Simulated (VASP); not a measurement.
Energy against volume of CuZn (CsCl type). Calculation: optB88-vdW, VASP's PBE PAW potentials (set 64) (plane waves; VASP 6.6.1).

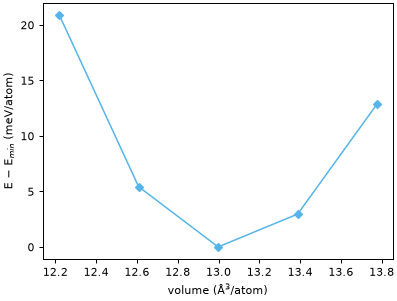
*Energy against volume*

Problem. Estimate the equilibrium volume and the bulk modulus.

Solution. The minimum lies near 13.0 Å³/atom, and the curvature gives B0 of about 110 GPa.

Measured: bulk modulus 116 GPa (computed value off by -3.1 %), as given by Niraj K. Nepal et al., Physical Review B (2020), arXiv:2007.11150; a 2.958 Å (computed value off by +0.3 %), as given by First-Principles Study on the Electrical and Thermal Conductivities of Cu–Zn Binary Alloys. The calculation is for a static lattice, while the measured bulk modulus, a hold thermal and zero-point effects, which are part of the difference.

The compound is CuZn in the CsCl type structure. It was relaxed first.
